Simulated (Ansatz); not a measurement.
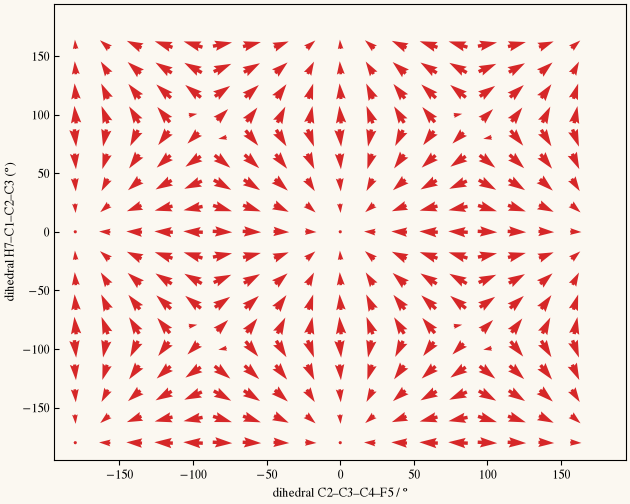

C₄H₄F₂, SMILES C=CC=C(F)F. The first coordinate is: dihedral C2–C3–C4–F5; the second: dihedral H7–C1–C2–C3. Nothing is relaxed (all other coordinates rigid). Grid: 18 × 18 points. Points are written as (first, second). The dihedral twists a double bond; near 90° a spin-restricted reference is unreliable. Method: Ansatz, RKS B3LYP-D4/def2-SVP.

In the figure: arrows along the force (downhill), their lengths compressed.

> The arrows alone are given. Where are the wells?

The arrows converge at (−180°, 0°); (−180°, −180°); (0°, 0°); (0°, −180°) (read from the interpolated surface).

The energy map of the same scan:

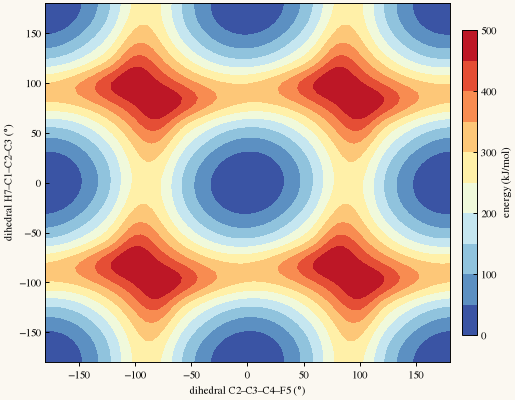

Energies are in kJ/mol, from the lowest grid point; between grid points the surface is interpolated.
